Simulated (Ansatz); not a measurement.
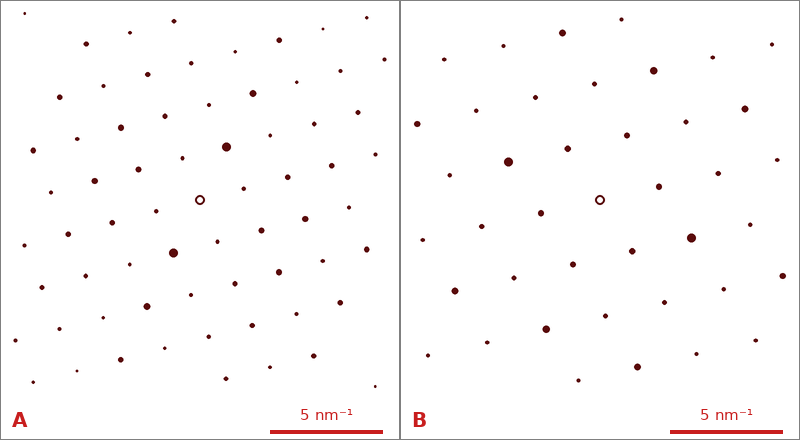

Kinematic electron diffraction patterns (300 kV, B = 0.5 Å², same scale, each along a low-index zone) of two structures of composition CsW2, each relaxed at zero pressure with DFT PBE, scalar-relativistic, plane waves, PAW (Ansatz).

The structures (standard cells):
1. Fm-3m (No. 225), a = 6.355 Å, 12 atoms; generated start, possibly hypothetical
2. P4_2/mnm (No. 136), a = 6.488 Å, c = 7.482 Å, 6 atoms; generated start, possibly hypothetical

Which pattern belongs to which structure, and along which zone?

Answer. A is structure 2 along [100] or an equivalent direction: centred rectangular net of 0 1 -1 at d = 4.90 Å and 0 1 1 at d = 4.90 Å, 81.9° apart (some points of this net are extinct or too weak to see). B is structure 1 along [110] or an equivalent direction: centred rectangular net of -1 1 -1 at d = 3.67 Å and -1 1 1 at d = 3.67 Å, 70.5° apart.

Rank the structures by their computed energy.

Answer. Structure 2 (P4_2/mnm, 52.49 Å³ an atom) is the lowest of these; structure 1 (Fm-3m, 21.39 Å³ an atom) lies about 470 meV an atom higher. These are static energies at 0 K; other structures, not shown, may lie lower still.
